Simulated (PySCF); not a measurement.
Consider AlH (charge −1, doublet).

```xyz
2

Al    0.0000    0.0000   -0.0615
H     0.0000    0.0000    1.6455
```

Theory: PySCF, PBE0/def2-TZVPPD, non-relativistic Hamiltonian with scalar-relativistic core potentials where named, at a bond length of 1.707 Å.

### What will maps of the electron density, electron localisation function and spin density show?

Al–H (1.71 Å): the density is about 0.43 e/Å³ at the midpoint; the ELF climbs to about 1 towards the hydrogen.
The unpaired spin (1 electron) lies mostly on Al1 (about 1.0), in electrons by Hirshfeld's partition.

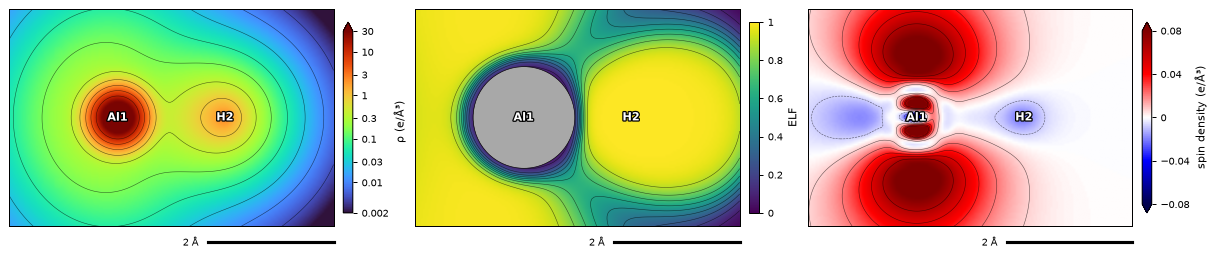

Computed electron density, electron localisation function and spin density on a plane that holds the molecular axis, in this order. Grey discs cover the atomic cores in the ELF map. 
